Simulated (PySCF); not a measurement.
**C₄H₈, SMILES `C1CCC1`: what the electrons do**

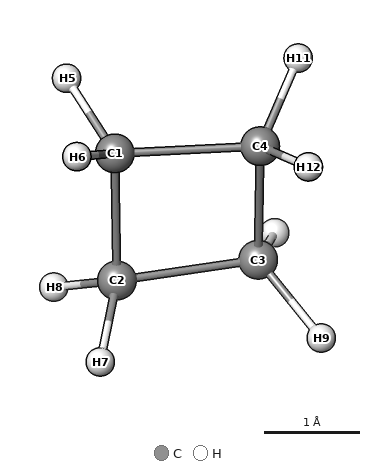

The molecule, with its atoms numbered as below. No frequency check shows the geometry to be a minimum.

Coordinates in Å:

```
C1       0.7655    0.7655    0.0644
C2       0.7655   -0.7655   -0.0644
C3      -0.7655   -0.7655    0.0644
C4      -0.7655    0.7655   -0.0644
H5       1.1117    1.1116    1.0362
H6       1.3053    1.3051   -0.7111
H7       1.1117   -1.1116   -1.0362
H8       1.3053   -1.3051    0.7111
H9      -1.3053   -1.3051   -0.7111
H10     -1.1117   -1.1116    1.0362
H11     -1.3053    1.3051    0.7111
H12     -1.1117    1.1116   -1.0362
```

Part 1: Bonding charge

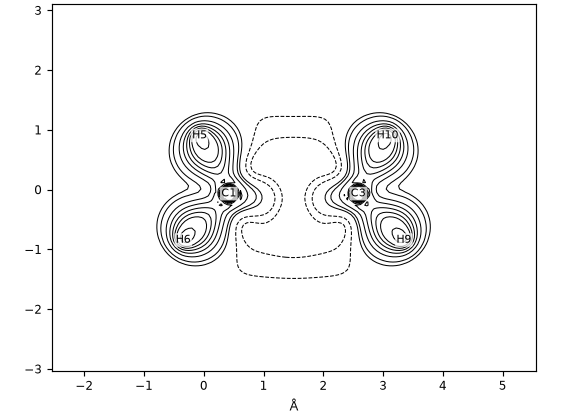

Deformation density (molecule less spherical, spin-averaged free atoms) in the plane of C1, C3, H5, H6, H9 and H10; contours at ±0.05 to ±0.8 e/Å³; solid lines: gain, dashed lines: loss.

Level of theory: PBE0/def2-SVP (PySCF), at a geometry from GFN2-xTB.

Question: How much density has each bond in this plane gained at its critical point, relative to the free atoms?

Answer: C1–H6 and C3–H9: +0.68 e/Å³ at the bond critical point (bond length 1.09 Å, Mayer order 0.9). C1–H5 and C3–H10: +0.68 e/Å³ at the bond critical point (bond length 1.09 Å, Mayer order 0.9). In all, 2.5 electrons gather in the regions of gain relative to the promolecule.

Part 2: Electrostatic potential

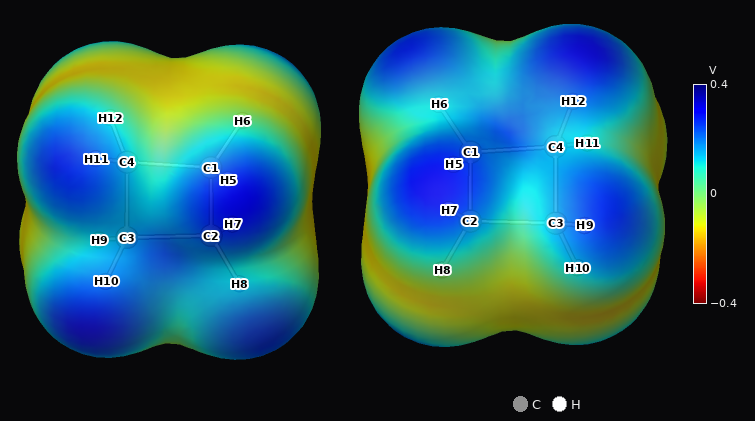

Electrostatic potential on the surface of electron density 0.001 a.u. (back view left, front view right).

Question: Where are the extremes of the potential on the surface?

Answer: Highest: 0.30 V, 1.4 Å from H10, and at like points elsewhere. Lowest: −0.14 V, off the C1–C4 bond (2.0 Å from its atoms), and at like points elsewhere. The surface is sampled at points, so like sites can differ by a few per cent and only the strongest of them is named.

Part 3: Localised orbitals

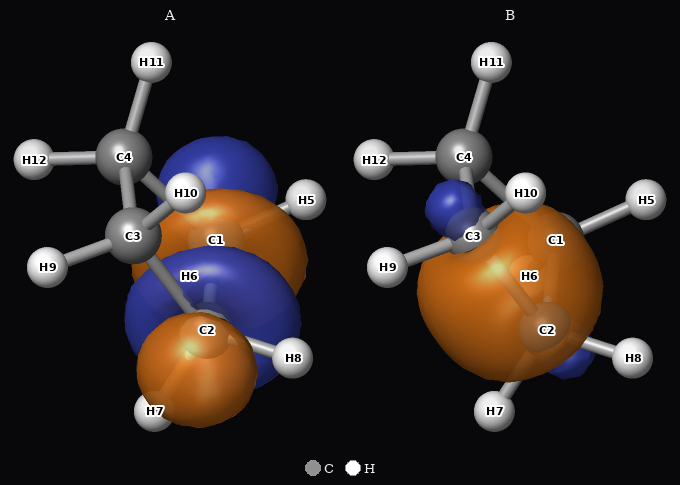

Intrinsic bond orbitals (IBO), occupied and valence-virtual; each surface holds about 85 % of the orbital's density. Energies are diagonal elements of the Fock matrix.

Level of theory: B3LYP/def2-TZVP (PySCF), at a geometry from GFN2-xTB.

Question: Name the orbitals, with their atomic make-up and energies.

Answer: By panel:
- A: σ* orbital C1–C2 (C1 50 %, C2 50 %; 9.6 eV)
- B: σ bond C2–C3 (C2 50 %, C3 50 %; −13.2 eV)

Part 4: Stretching a bond

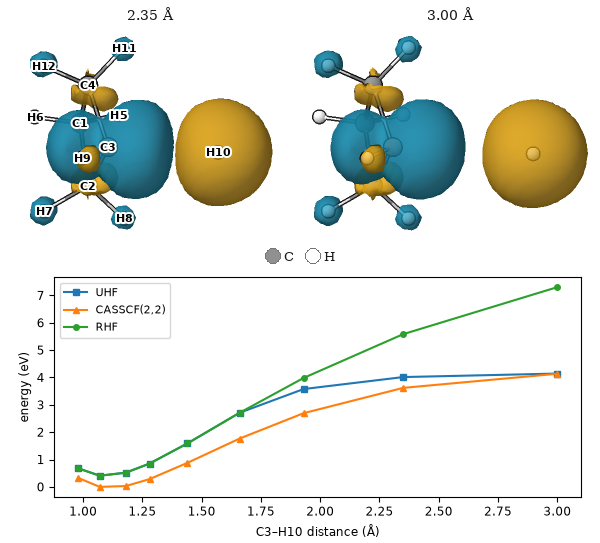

Rigid stretch of the C3–H10 bond. Broken-symmetry UHF spin density at ±0.03 e/Å³ (yellow: α, teal: β). Below: energies along the scan, from the lowest point of the three curves.

PySCF calculation, cc-pVDZ basis, gas phase; geometry: GFN2-xTB.

Question: How does the broken-symmetry solution share the spin, and how far is it from a pure singlet?

Answer: At 3.00 Å excess α spin lies mostly on H10 and excess β on C3; the two could be swapped at no cost. ⟨S²⟩ is 0.88 at 2.35 Å and 0.99 at 3.00 Å, against 0 for a pure singlet and 1 for an equal mix of singlet and triplet.

Question: Where does the UHF solution part from RHF?

Answer: Between 1.66 Å (⟨S²⟩ = 0, the two coincide) and 1.93 Å (⟨S²⟩ = 0.56); at 3.00 Å ⟨S²⟩ is 0.99 and UHF lies 3.2 eV below RHF.

Question: How much energy does the stretch cost?

Answer: By CASSCF, 4.1 eV from the lowest point of the scan (1.07 Å) to 3.00 Å; RHF gives 6.9 eV from its own lowest point. The fragments aren't relaxed and dynamic correlation is missing, so this isn't a bond dissociation energy.
